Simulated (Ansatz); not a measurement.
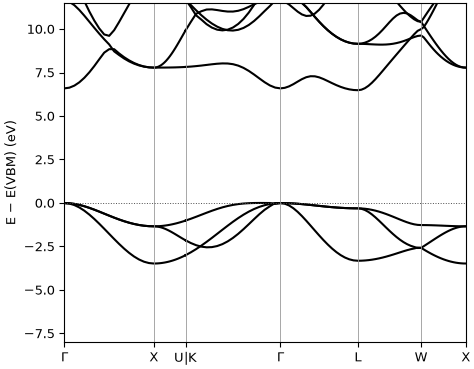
*Band structure from LDA (plane waves, PAW; program Ansatz)*

Read off the gap and where the band edges lie.

About 6.5 eV (6.48 eV by a search for the band edges); maximum on the K–Γ line, 78 % of the way from K, minimum at L.

The material is LiCl (rock salt, Fm-3m).

Symmetry was held in the LDA relaxation; phonons on a q-mesh show no instability.

Potentials: the later of the program's two PAW sets.
